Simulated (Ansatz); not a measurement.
# SiB4: a trial structure relaxed, part 2 of 2

The task: take a trial cell of SiB4 to zero force and stress.

Ansatz 0.2.0; DFT PBE, scalar-relativistic, plane waves, PAW. Earlier steps stand in the parts before.

## (4) Final relaxation

The end of the coarse run is made exact in the group found at a tolerance of 0.06 Å and reduced to its primitive cell.

input.yaml reads:

```yaml
crystal:
  lattice:
    - [-2.2701996092, 2.2701996092, 2.2701996092]
    - [2.2701996092, -2.2701996092, 2.2701996092]
    - [2.2701996092, 2.2701996092, -2.2701996092]
  atoms:
    - { symbol: Si, position: [0.0, 0.0, 0.0] }
    - { symbol: B, position: [0.0, 0.0, 0.5] }
    - { symbol: B, position: [0.0, 0.5, 0.0] }
    - { symbol: B, position: [0.5, 0.0, 0.0] }
    - { symbol: B, position: [0.5, 0.5, 0.5] }
basis:
  ecutwfc: 420
kpoints:
  mp_grid: { grid: [12, 12, 12] }
hamiltonian:
  xc: pbe
scf:
  occupations: { method: gaussian, width: 0.1 }
output:
  forces: true
  stress: true
  eigenvalues: true
  write_density: true
  write_potential: true
  elf: true
  volumetric_format: npy
relax:
  adjacent_minimum: "off"
  f_tol: 0.01
  max_steps: 80
  cell: { stress_tol: 0.05 }
```

The run is started by

```bash
$ ansatz run input.yaml --threads 1 --pin off --max-ram 2048MiB --backend cpu --events-out ev --progress --plain --runs-dir out
```

Log:

```text
Warning: RAYON_NUM_THREADS=1 ignored (pool sized by the plan → 1); use --threads N
Engine: ansatz 0.2.0, aarch64-unknown-linux-gnu
Pseudopotentials: kind: paw
Pseudopotential: Si, paw, valence charge 4, recommended cutoff 420 eV (normal), Si.paw.azcp
Pseudopotential: B, paw, valence charge 3, recommended cutoff 420 eV (normal), B.paw.azcp
Functional definition: PBE
  parameter kappa = 0.804
  parameter beta = 0.06672455060314922
  exchange = pbe_x(kappa = kappa, mu = beta*pi^2/3)
  correlation = pbe_c(beta = beta)
Crystal: 5 atoms, lattice volume = 46.801 Å³
Basis set: ecut = 420 eV, 935 PW (Γ), exchange–correlation on 54×54×54 points (8 copies of the dense FFT grid, shifted against one another)
Bands: 13, of which v1, the nominal top of the filled ones, is band 8 counted from 1 (7 counted from 0)
Symmetry: 48 space group operations
Space group: Im-3m (ITA 229), of the structure as read, at distance tolerance 3.6e-5 Å
k-points: 72 of 1728
Non-local potential: Si, projectors of the file, l = 0: 2, l = 1: 2, l = 2: 2
Non-local potential: B, projectors of the file, l = 0: 2, l = 1: 2, l = 2: 1
PAW form: soft (Blöchl's): semilocal exchange-correlation on the pseudo side does not see the compensation charge
PAW one-centre angular grid: Si, 110 points (default); XC on 64 Gauss nodes
PAW one-centre angular grid: B, 110 points (default); XC on 64 Gauss nodes
Initial density: superposition of atomic densities (neutral atoms: chi_scale 0, normalization atom), corrected by the library's trained network
Initial wavefunctions: pseudopotential atomic-orbital guess
Functional: x = pbe(κ = 0.804, μ = 0.2195149727645171), c = pbe(β = 0.06672455060314922)
SCF iter   1: F=—  HF=-1252.430363 eV  |F-HF|=—  |Δ(HF+E_count)|=         —  Δρ=1.99e-3  dr2=1.17e-3  ethr=1.77e-3  ⟨swp⟩=5.2  Hψ=5698  notcnv=0
preconditioner: auto → Kerker (q_TF=auto, 2.281 Å⁻¹)  [metal: Δε(μ)=0.021 eV  Ē_g=9.544 eV  σ=0.100 eV  W_gap=0.12  n_scr=12 (ndim 8)  ℏωp=21.7 eV  f_vac=0.000  D(μ)=1.85/eV (n_scr^D=12)]
SCF iter   2: F=—  HF=-1252.431171 eV  |F-HF|=—  |Δ(HF+E_count)|=   8.08e-4  Δρ=1.23e-3  dr2=5.92e-4  ethr=7.28e-6  ⟨swp⟩=2.2  Hψ=1932  notcnv=0
SCF iter   3: F=—  HF=-1252.431371 eV  |F-HF|=—  |Δ(HF+E_count)|=   2.00e-4  Δρ=2.47e-4  dr2=2.33e-5  ethr=3.70e-6  ⟨swp⟩=2.2  Hψ=1498  notcnv=0
SCF iter   4: F=—  HF=-1252.431355 eV  |F-HF|=—  |Δ(HF+E_count)|=   1.55e-5  Δρ=1.22e-4  dr2=6.24e-6  ethr=1.45e-7  ⟨swp⟩=1.1  Hψ=947  notcnv=0
iter 5 did not close the SCF: its close was put off for the readings that it lacked (scf_convergence_deferred on its scf_iter line)
SCF iter   5: F=-1252.431356 eV  HF=-1252.431356 eV  |F-HF|=1.01e-7  |Δ(HF+E_count)|=   6.44e-7  Δρ=1.30e-5  dr2=4.64e-8  ethr=3.90e-8  ⟨swp⟩=2.3  Hψ=1500  notcnv=0
SCF iter   6: F=-1252.431356 eV  HF=-1252.431356 eV  |F-HF|=4.43e-10  |Δ(HF+E_count)|=   1.14e-7  Δρ=2.06e-6  dr2=2.13e-9  ethr=2.90e-10  ⟨swp⟩=7.2  Hψ=5664  notcnv=0
SCF 1 converged in 6 iterations: F = -1252.431356 eV  dr2 = 2.13e-9
relax step   1: F+E_penalty+E_count = -1252.43135576 eV  Δ(F+E_penalty+E_count) = +0.000e0 eV  max|allowed force component| = 8.373e-31 eV/Å  Δτ_max = 0.0000 Å  P = -0.165 GPa  Ω = 46.801 Å³  (6 SCF iters, dr2 threshold 1.00e-7 eV, accepted)
Crystal: 5 atoms, lattice volume = 46.779 Å³
Initial density: handed on by an earlier stage of this run
Initial wavefunctions: those handed on with the density
iter 1 solved again at ethr=9.06e-9 eV; its pass at ethr=3.10e-3 eV (dr2=1.45e-6 eV) is discarded
SCF iter   1: F=—  HF=-1252.431420 eV  |F-HF|=—  |Δ(HF+E_count)|=         —  Δρ=4.68e-5  dr2=1.47e-6  ethr=9.06e-9  ⟨swp⟩=1.3  Hψ=5970  notcnv=0
preconditioner: auto → Kerker (q_TF=auto, 2.282 Å⁻¹)  [metal: Δε(μ)=0.011 eV  Ē_g=9.548 eV  σ=0.100 eV  W_gap=0.06  n_scr=12 (ndim 8)  ℏωp=21.7 eV  f_vac=0.000  D(μ)=1.88/eV (n_scr^D=12)]
SCF iter   2: F=—  HF=-1252.431403 eV  |F-HF|=—  |Δ(HF+E_count)|=   1.75e-5  Δρ=2.84e-5  dr2=5.87e-7  ethr=9.06e-9  ⟨swp⟩=1.0  Hψ=936  notcnv=0
SCF iter   3: F=-1252.431403 eV  HF=-1252.431403 eV  |F-HF|=4.53e-9  |Δ(HF+E_count)|=   1.79e-7  Δρ=5.42e-6  dr2=9.88e-9  ethr=4.26e-10  ⟨swp⟩=6.0  Hψ=5632  notcnv=0
SCF 2 converged in 3 iterations: F = -1252.431403 eV  dr2 = 9.88e-9
relax step   2: F+E_penalty+E_count = -1252.43140258 eV  Δ(F+E_penalty+E_count) = -4.682e-5 eV  max|allowed force component| = 4.898e-31 eV/Å  Δτ_max = 0.0000 Å  P = -0.085 GPa  Ω = 46.779 Å³  energy of the carried Pulay correction = +2.956e-5 eV  (3 SCF iters, dr2 threshold 6.82e-8 eV, accepted)
Crystal: 5 atoms, lattice volume = 46.755 Å³
iter 1 solved again at ethr=9.78e-9 eV; its pass at ethr=3.10e-3 eV (dr2=1.56e-6 eV) is discarded
SCF iter   1: F=—  HF=-1252.431458 eV  |F-HF|=—  |Δ(HF+E_count)|=         —  Δρ=4.77e-5  dr2=1.58e-6  ethr=9.78e-9  ⟨swp⟩=1.3  Hψ=5953  notcnv=0
preconditioner: auto → Kerker (q_TF=auto, 2.282 Å⁻¹)  [metal: Δε(μ)=0.012 eV  Ē_g=9.551 eV  σ=0.100 eV  W_gap=0.07  n_scr=12 (ndim 8)  ℏωp=21.7 eV  f_vac=0.000  D(μ)=1.88/eV (n_scr^D=12)]
SCF iter   2: F=—  HF=-1252.431440 eV  |F-HF|=—  |Δ(HF+E_count)|=   1.76e-5  Δρ=2.96e-5  dr2=6.49e-7  ethr=9.78e-9  ⟨swp⟩=1.0  Hψ=936  notcnv=0
SCF iter   3: F=-1252.431440 eV  HF=-1252.431440 eV  |F-HF|=5.40e-9  |Δ(HF+E_count)|=   1.75e-7  Δρ=5.71e-6  dr2=1.06e-8  ethr=1.12e-10  ⟨swp⟩=6.0  Hψ=5625  notcnv=0
SCF 3 converged in 3 iterations: F = -1252.431440 eV  dr2 = 1.06e-8
relax step   3: F+E_penalty+E_count = -1252.43143973 eV  Δ(F+E_penalty+E_count) = -3.715e-5 eV  max|allowed force component| = 9.335e-31 eV/Å  Δτ_max = 0.0000 Å  P = -0.000 GPa  Ω = 46.755 Å³  energy of the carried Pulay correction = +6.055e-5 eV  (3 SCF iters, dr2 threshold 1.79e-8 eV, accepted)
Initial wavefunctions: pseudopotential atomic-orbital guess (no wavefunctions were taken with the density)
iter 1 solved again at ethr=5.45e-7 eV; its pass at ethr=3.10e-3 eV (dr2=8.72e-5 eV) is discarded
SCF iter   1: F=—  HF=-1252.431423 eV  |F-HF|=—  |Δ(HF+E_count)|=         —  Δρ=6.69e-6  dr2=1.49e-8  ethr=5.45e-7  ⟨swp⟩=3.2  Hψ=8032  notcnv=0
eigensolver tolerance schedule: the retry pair's looser diagonalisation over-reported the residual by 5868.87 of it (diagonalisation noise at an unbounded share of the residual, at the tolerance the schedule requests for it); recorded, not acted on — ethr = c·dr2/N_el stays at c = 1.0e-1
SCF iter   2: F=—  HF=-1252.431404 eV  |F-HF|=—  |Δ(HF+E_count)|=   1.89e-5  Δρ=3.35e-6  dr2=4.03e-9  ethr=9.29e-11  ⟨swp⟩=2.8  Hψ=1746  notcnv=0
SCF iter   3: F=—  HF=-1252.431404 eV  |F-HF|=—  |Δ(HF+E_count)|=   2.96e-9  Δρ=1.44e-6  dr2=8.16e-10  ethr=2.52e-11  ⟨swp⟩=2.0  Hψ=1350  notcnv=0
SCF iter   4: F=-1252.431404 eV  HF=-1252.431404 eV  |F-HF|=6.82e-13  |Δ(HF+E_count)|=  6.77e-10  Δρ=1.70e-7  dr2=1.17e-11  ethr=1.00e-12  ⟨swp⟩=4.9  Hψ=4854  notcnv=0
SCF 4 converged in 4 iterations: F = -1252.431404 eV  dr2 = 1.17e-11
relax step   4: F+E_penalty+E_count = -1252.43140408 eV  Δ(F+E_penalty+E_count) = +3.565e-5 eV  max|allowed force component| = 4.930e-31 eV/Å  Δτ_max = 0.0000 Å  P = -0.002 GPa  Ω = 46.755 Å³  stress off target by 1.85e-3 GPa  SCF on the basis re-selected at this cell (its energy is not comparable with the rows above)  (4 SCF iters)
basis re-selected at this cell: Δ(F+E_penalty+E_count) = +3.565e-5 eV, ΔP = -0.002 GPa vs the last step (what re-selecting the basis moved, of the pressure what is left beyond the Pulay correction that the steps carried, after the strain that the cell walked since its last selection, with what the two solves' SCF thresholds leave and, on support functions, any second-order correction that the steps lacked; it is no measure of the basis error at this ecutwfc). This SCF's stress stands 1.85e-3 GPa from its target on what of the cell is left free (relax.cell.stress_tol is 5.00e-2 GPa) and its largest allowed force component is 4.93e-31 eV/Å (relax.f_tol is 1.00e-2 eV/Å): within both
SCF converged after 4 iterations
Free energy (F): -1252.431404 eV
Harris-Foulkes:  -1252.431404 eV  (|F-HF|=6.82e-13)
Internal energy: -1252.421989 eV  (E = F + TS)
E sigma→0 (E₀):  -1252.426697 eV
Entropy (-TS):   -0.009415 eV (-1.883 meV/atom)
Fermi energy:    8.636406 eV
--- Per-component energies (eV) ---
  E_band       = 45.610602
  E_kinetic    = 225.459131
  E_local      = -89.268231  (includes V_loc(G=0)·N_el)
  E_nonlocal   = 75.384617
  E_hartree    = 21.555869
  E_xc         = -181.028513
  E_vxc        = -195.994235  (∫ρ·V_xc dr)
  E_paw        = -827.057925  (= ΣΔE_a)
  E_vpaw       = -13.082407  (= ΣTr[D̂ρ^β])
  E_aug_tail   = -0.000004  (compensation charges beyond the density's cutoff)
  E_ewald      = -477.466933
  E_smearing   = -0.009415  (= −TS)
  E_closure    = 0.000000  (closes the sum)
  Σ components = -1252.431404   (vs F -1252.431404, Δ=0.00e0)
--- Forces (eV/Å), atoms counted from 1 ---
  atom   1  Si     0.00000000     0.00000000    -0.00000000
  atom   2  B      0.00000000    -0.00000000    -0.00000000
  atom   3  B      0.00000000    -0.00000000    -0.00000000
  atom   4  B      0.00000000    -0.00000000    -0.00000000
  atom   5  B      0.00000000    -0.00000000    -0.00000000
  max |Σ_I F_I| component: 4.27e-30 eV/Å
--- Stress (GPa, compression-positive) ---
       -0.001851      -0.000000       0.000000
       -0.000000      -0.001851      -0.000000
        0.000000       0.000000      -0.001851
  P = ⅓ Tr σ = -0.0019 GPa (-0.019 kbar)
--- Band table (eV; the first three rows and the last of 72) ---
  k-point 0: bands = ["-6.0311", "2.8088", "2.8088", "2.8088", "6.4677", "6.4677", "6.4677", "6.8961", "6.8961", "6.8961", "9.8677", "13.8213", "13.8213"]
  k-point 1: bands = ["-5.9540", "2.4561", "2.6956", "2.8214", "5.8110", "5.8423", "6.6941", "6.8888", "7.5522", "7.6908", "10.1791", "13.9596", "14.1843"]
  k-point 2: bands = ["-5.7249", "1.5792", "2.4314", "2.8508", "5.1233", "5.1789", "6.9093", "7.2905", "8.2522", "8.7874", "11.0405", "13.5358", "14.5242"]
  k-point 71: bands = ["-2.6766", "0.0254", "0.0254", "0.0254", "2.6913", "2.6913", "8.2191", "8.2191", "8.2191", "13.9557", "16.5389", "16.5389", "16.5389"]
--- Relaxed structure (3 steps of the walk, 3 accepted, 1 SCFs on fresh bases) ---
  F+E_penalty+E_count = -1252.43140408 eV   max|allowed force component| = 4.930e-31 eV/Å   (the final SCF, on the basis selected at the relaxed cell)
  cell:  # Å, volume = 46.7554 Å³
    - [-2.269466503852631, 2.269466503852631, 2.269466503852631]
    - [2.269466503852631, -2.269466503852631, 2.269466503852631]
    - [2.269466503852631, 2.269466503852631, -2.269466503852631]
  atoms:
    - { symbol: Si, position: [3.4519559309127137e-39, -1.1046258979089972e-37, -1.0977219860462877e-37] }
    - { symbol: B, position: [0.0, 0.0, 0.5] }
    - { symbol: B, position: [0.0, 0.5, 0.0] }
    - { symbol: B, position: [0.5, 0.0, 0.0] }
    - { symbol: B, position: [0.5, 0.5, 0.5] }
```

It took 13 s on 1 thread of Arm Neoverse V2, shared host; peak memory 0.4 GiB.

Step by step:

```csv
step,energy from step 1 (eV/cell),largest force component (eV/Å),pressure (GPa),volume (Å³)
1,0.0000,0.0000,-0.17,46.80
2,0.0000,0.0000,-0.08,46.78
3,-0.0001,0.0000,0.00,46.76
4,0.0000,0.0000,0.00,46.76
```

Step 1 is the start. Step 4 repeats the geometry before it on a plane-wave basis chosen anew for that cell, so its energy need not be comparable with the rows above.

Lengths and angles in the start's conventional setting:

|  | before | after | change |
| --- | --- | --- | --- |
| a (Å) | 4.540 | 4.539 | 0.0 % |
| b (Å) | 4.540 | 4.539 | 0.0 % |
| c (Å) | 4.540 | 4.539 | 0.0 % |
| volume (Å³/atom) | 9.36 | 9.35 | -0.1 % |
| shortest distance (Å) | 1.966 | 1.965 | 0.0 % |
| space group (0.01 Å) | Im-3m | Im-3m | same |

The run keeps the 48 symmetry operations of the start, so it could not have lowered the symmetry.

Axes a, b and c in the maps are those of this run's conventional cell (a, b, c = 4.539, 4.539, 4.539 Å).

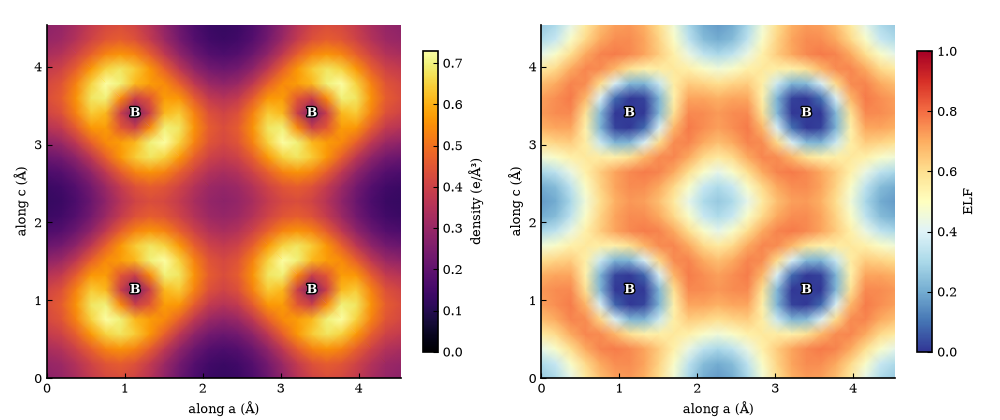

Density (left) and ELF (right) in a lattice plane of the grid's cell (edges 4.54 and 4.54 Å, at 0.250 of the third edge), which holds B. Only atoms in the plane are labelled. Both are smooth fields of the valence electrons: close to the nuclei they are not physical.

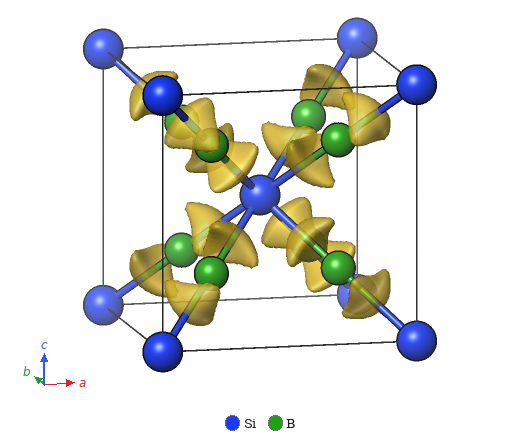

Surface of ELF = 0.78, drawn in one cell.

Maxima of ELF outside the ion cores: 0.84 on the B–Si line, 0.8 Å from B.

## (5) Variant: lower_state_search off, mixing.algorithm msr1, mixing.beta 0.1, mixing.ndim 2

input.yaml reads:

```yaml
crystal:
  lattice:
    - [-2.2694665039, 2.2694665039, 2.2694665039]
    - [2.2694665039, -2.2694665039, 2.2694665039]
    - [2.2694665039, 2.2694665039, -2.2694665039]
  atoms:
    - { symbol: Si, position: [0.0, 0.0, 0.0] }
    - { symbol: B, position: [0.0, 0.0, 0.5] }
    - { symbol: B, position: [0.0, 0.5, 0.0] }
    - { symbol: B, position: [0.5, 0.0, 0.0] }
    - { symbol: B, position: [0.5, 0.5, 0.5] }
basis:
  ecutwfc: 420
kpoints:
  mp_grid: { grid: [12, 12, 12] }
hamiltonian:
  xc: pbe
scf:
  occupations: { method: gaussian, width: 0.1 }
  lower_state_search: "off"
  mixing: { algorithm: msr1, beta: 0.1, ndim: 2 }
output:
  forces: true
  eigenvalues: true
  stress: true
```

The run is started by

```bash
$ ansatz run input.yaml --threads 1 --pin off --max-ram 2048MiB --backend cpu --events-out ev --progress --plain --runs-dir out
```

Log (excerpt; [...] marks lines left out):

```text
Warning: RAYON_NUM_THREADS=1 ignored (pool sized by the plan → 1); use --threads N
[...]
Pseudopotentials: kind: paw
Pseudopotential: Si, paw, valence charge 4, recommended cutoff 420 eV (normal), Si.paw.azcp
Pseudopotential: B, paw, valence charge 3, recommended cutoff 420 eV (normal), B.paw.azcp
Functional definition: PBE
[...]
Crystal: 5 atoms, lattice volume = 46.755 Å³
Basis set: ecut = 420 eV, 935 PW (Γ), exchange–correlation on 54×54×54 points (8 copies of the dense FFT grid, shifted against one another)
Bands: 13, of which v1, the nominal top of the filled ones, is band 8 counted from 1 (7 counted from 0)
Symmetry: 48 space group operations
Space group: Im-3m (ITA 229), of the structure as read, at distance tolerance 3.6e-5 Å
k-points: 72 of 1728
[...]
SCF iter   1: F=—  HF=-1252.430387 eV  |F-HF|=—  |Δ(HF+E_count)|=         —  Δρ=2.00e-3  dr2=1.16e-3  ethr=1.77e-3  ⟨swp⟩=5.2  Hψ=5707  notcnv=0
[...]
SCF iter   6: F=-1252.431404 eV  HF=-1252.431404 eV  |F-HF|=5.78e-8  |Δ(HF+E_count)|=   7.05e-7  Δρ=8.59e-6  dr2=2.11e-8  ethr=6.25e-10  ⟨swp⟩=6.0  Hψ=4314  notcnv=0
[...]
SCF converged after 6 iterations
Free energy (F): -1252.431404 eV
[...]
E sigma→0 (E₀):  -1252.426697 eV
Entropy (-TS):   -0.009415 eV (-1.883 meV/atom)
Fermi energy:    8.636381 eV
[...]
--- Forces (eV/Å), atoms counted from 1 ---
  atom   1  Si    -0.00000000    -0.00000000    -0.00000000
  atom   2  B      0.00000000    -0.00000000    -0.00000000
  atom   3  B      0.00000000    -0.00000000     0.00000000
  atom   4  B      0.00000000    -0.00000000    -0.00000000
  atom   5  B      0.00000000     0.00000000     0.00000000
[...]
--- Stress (GPa, compression-positive) ---
       -0.001545       0.000000       0.000000
        0.000000      -0.001545       0.000000
        0.000000      -0.000000      -0.001545
  P = ⅓ Tr σ = -0.0015 GPa (-0.015 kbar)
--- Band table (eV; the first three rows and the last of 72) ---
  k-point 0: bands = ["-6.0311", "2.8088", "2.8088", "2.8088", "6.4676", "6.4676", "6.4676", "6.8961", "6.8961", "6.8961", "9.8677", "13.8212", "13.8212"]
[...]
```

It took 4.1 s on 1 thread of Arm Neoverse V2, shared host; peak memory 0.38 GiB.

| run | ending | energy change | pressure (GPa) | gap (eV) | force (eV/Å) | cycles | time |
| --- | --- | --- | --- | --- | --- | --- | --- |
| step 4 | converged | 0 | 0.0 | 0.00 | 0.00 | - | 13 s |
| variant | converged | 0.0 meV/atom | 0.0 | 0.00 | 0.00 | 6 | 4.1 s |

The changed input (search for lower states and mixing) leaves the energy the same to the digits printed.

## (6) What came out

The summary covers parts 1 to 2. Changes of volume or cell count from the first structure of part 1.

```
                              quantity                                                                      value
symmetry at the end (tolerance 0.05 Å)                                                space group Im-3m (No. 229)
                     conventional cell  a = 4.539 Å, b = 4.539 Å, c = 4.539 Å, α = 90.00°, β = 90.00°, γ = 90.00°
                                volume                                                               9.35 Å³/atom
              energy over the elements                                                              +1.41 eV/atom
                       gap on the mesh                                                               none (metal)
```

What this shows: The symmetry goes from space group I-43m (No. 217) to space group Im-3m (No. 229), and the volume per atom shrinks by 0.7 % from the first guess. The formation energy is positive, so the separate elements lie lower. No finished test with a distortion of lower symmetry is shown, so the end may be a saddle point.
